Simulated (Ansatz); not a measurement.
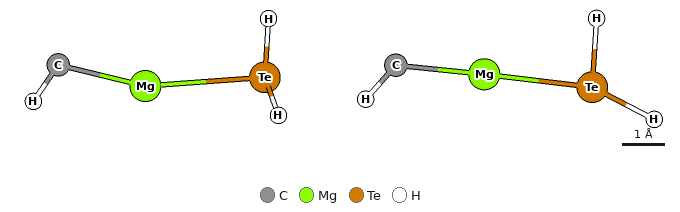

Two geometries of CH$_{3}$MgTe (charge +1), drawn at one scale. One is the start of a relaxation, the other its converged end. A ball-and-stick model, seen from a free direction.

Method: RKS PBE-D4/def2-SVP in Ansatz 0.2.0. (force threshold 0.03 eV/Å; at most 250 steps)

Question: Which geometry has the lower energy?

Answer: The left one is the relaxed one. It is one of the separated reactants of a reaction. The atom that moves furthest after the best rigid fit is an H atom (0.97 Å). By element the largest moves are H 0.97 Å, Te 0.86 Å, Mg 0.34 Å, C 0.07 Å. Near-neighbour distances that change, for instance: Mg–Te 2.614 → 2.944 Å, C–H 1.095 → 1.132 Å, C–Mg 2.138 → 2.162 Å, H–Te 1.663 → 1.684 Å. Among the angles between lasting bonds that change: Mg–Te–H 158.3° → 89.0°, H–Te–H 114.2° → 90.1°, C–Mg–Te 179.1° → 161.0°. After 11 geometry steps the energy has fallen by 30.6 kcal/mol. The largest force component goes from 1.1 to 0.0061 eV/Å.
